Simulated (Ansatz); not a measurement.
# CuH3N: the cost of one run

Program: Ansatz 0.2.0. Level of theory: RKS PBE0/def2-SVP. These are calculated values, not measurements.

## Step 1: The starting structure

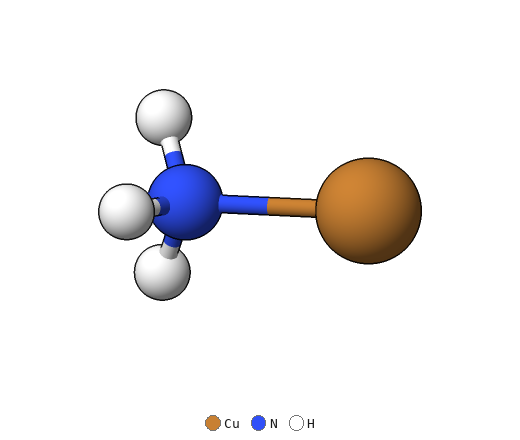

The starting structure, seen from a free direction (copper orange, nitrogen blue, hydrogen white).

As a file:

```xyz
5

Cu    0.0770   -0.1790   -1.8177
N    -0.0075    0.0172    0.1747
H     0.2562   -0.8463    0.6471
H    -0.9461    0.2609    0.4883
H     0.6204    0.7472    0.5077
```

## Step 2: Relaxing the start

Input file input.yaml:

```yaml
crystal:
  periodic: [false, false, false]
  atoms:
    - { symbol: Cu, position_ang: [0.077, -0.179, -1.8177] }
    - { symbol: "N", position_ang: [-0.0075, 0.0172, 0.1747] }
    - { symbol: H, position_ang: [0.2562, -0.8463, 0.6471] }
    - { symbol: H, position_ang: [-0.9461, 0.2609, 0.4883] }
    - { symbol: H, position_ang: [0.6204, 0.7472, 0.5077] }
total_charge: 1
basis:
  gaussian: { orbitals: def2-SVP }
hamiltonian:
  xc: pbe0
relax:
  f_tol: 0.02
  max_steps: 40
```

The run is started by

```sh
$ ansatz run input.yaml --threads 1 --pin off --max-ram 2048MiB --backend cpu --events-out ev --progress --plain --runs-dir out
```

What time and memory should one allow on 1 thread of Arm Neoverse V2, shared host?

About 8 s, with a peak of 0.12 GiB.
